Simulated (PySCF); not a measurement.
## Electronic structure of C$_{4}$H$_{12}$Si$_{2}$ (SMILES [SiH3][SiH2]C1CCC1) in real space

The calculation's input:

```
{"job": {"kind": "uv", "xc": "CAM-B3LYP", "basis": "def2-SVPD", "dynamic": true, "nstates": 6, "ntriplets": 0}, "charge": 0, "multiplicity": 1}
Si     2.780704     0.327998     0.287496
Si     0.799335    -0.865286     0.673957
C     -0.530839    -0.363085    -0.570320
C     -1.953041    -0.892129    -0.242469
C     -2.302124     0.491081     0.337607
C     -1.071707     1.079275    -0.378129
H      3.846055    -0.055439     1.265668
H      2.539810     1.800897     0.407465
H      3.287805     0.052256    -1.094166
H      0.320148    -0.580993     2.066625
H      1.076063    -2.335075     0.578490
H     -0.159410    -0.600088    -1.581259
H     -2.521182    -1.113580    -1.159530
H     -2.041983    -1.761915     0.428175
H     -2.190310     0.516930     1.432076
H     -3.285846     0.913042     0.083853
H     -1.331904     1.546125    -1.340786
H     -0.452128     1.795435     0.186260
```

Run with:

```sh
OMP_NUM_THREADS=1 python probes_run.py task.json out
```

Geometry: PBE0-D3(BJ)/def2-SVP.

These are results of CAM-B3LYP/def2-SVPD, SCF density, gas phase (PySCF), not measurements.

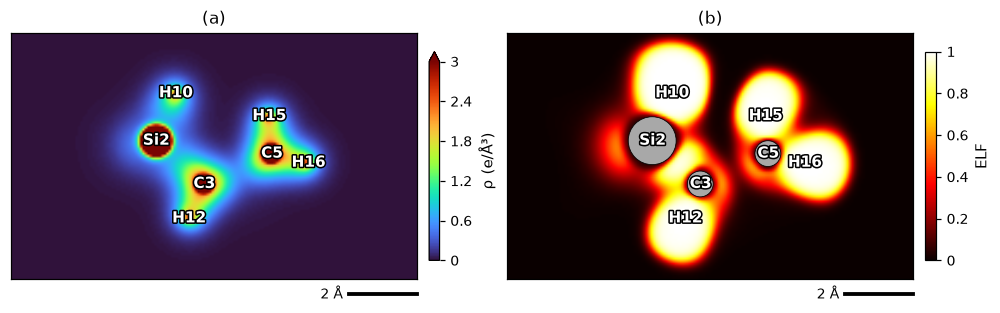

Figure 1. (a) electron density; (b) ELF on the plane of atoms C3, Si2 and H10. Grey discs cover the atomic cores in the ELF map.

What do the fields say about this system?

- Atoms in the plane: Si, C and H.
- C–Si (1.89 Å): the density is about 0.95 e/Å³ at the midpoint; the ELF peaks at about 0.95 between the atoms; localised, covalent bonding.
- C–H (1.10 Å): the density is about 1.9 e/Å³ at the midpoint; the ELF climbs to about 1 towards the hydrogen, as it does in any bond to H; a covalent bond by its length.
- Si–H (1.50 Å): ρ at the midpoint is about 0.75 e/Å³; the ELF climbs to about 1 towards the hydrogen.

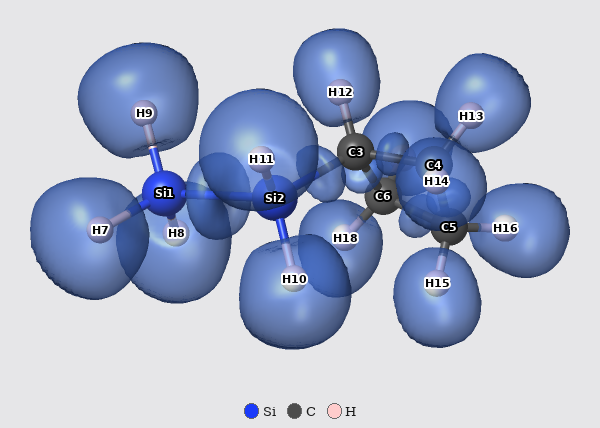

Figure 2. Isosurface of the electron localisation function at 0.85 (blue), seen from one side. Only the valence region is drawn (cores and ρ < 0.01 e/Å³ removed).

Where are the electrons localised?

The ELF exceeds this value in four regions between bonded C–C atoms (shared pairs), one region between bonded C–Si atoms (shared pairs), one region between bonded Si–Si atoms (shared pairs) and twelve regions around hydrogen nuclei.


C–C (1.54 Å): the ELF peaks at about 0.95 between the atoms, as expected for a covalent bond.

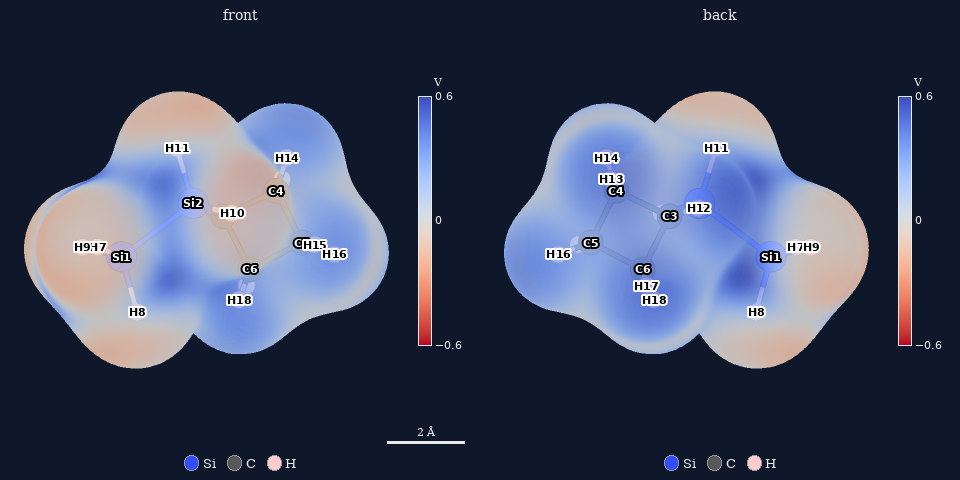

Figure 3. The electrostatic potential painted on the density surface at 0.001 e/bohr³, seen from the front and from behind; red is negative and blue positive.

Describe the electrostatic potential map.

The most negative region (about −0.1 V) lies over the H atoms, the most positive (about +0.5 V) over Si1, Si2 and H12.

What dipole moment does the calculation give?

Its dipole moment is 1.04 D.
